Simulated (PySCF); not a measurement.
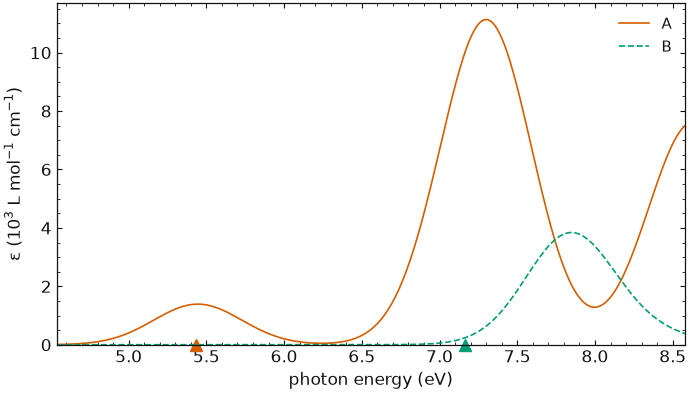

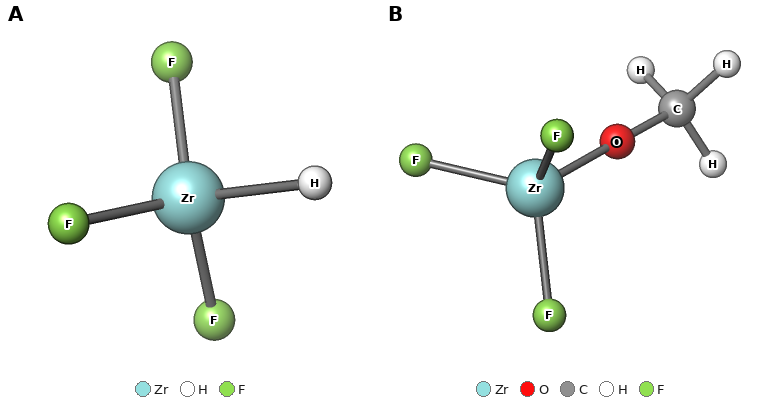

Related molecules: A is ZrHF₃, SMILES [H][Zr]([F])([F])[F], singlet; B is CH₃F₃OZr (Zr(OMe)F3), SMILES C[O][Zr]([F])([F])[F], singlet. Vertical TDDFT absorption, ωB97X-D/def2-SVPD with PySCF 2.14.0, at a PBE0-D3(BJ)/def2-SVP geometry (no frequency check); Gaussians of 1/e half-width 0.40 eV, triangles mark S1, and the range ends where the computed states of one molecule run out.

How does the lowest singlet move?

A: 5.44 eV (f = 0.017, mainly HOMO → LUMO (99 %)) (S2 lies within 0.06 eV, too close to order); B: 7.16 eV (f = 0.000, mainly HOMO → LUMO+1 (55 %)). From A to B it shifts 1.73 eV to the blue; the leading orbital pair differs.

And the brightest state of each within the range drawn?

A: S5 at 7.33 eV, f = 0.24; B: S6 at 7.85 eV, f = 0.09.

Caveats, for all or some of the runs: core orbitals are frozen in the response; effective core potentials, which hold scalar relativity, on atoms heavier than Kr.
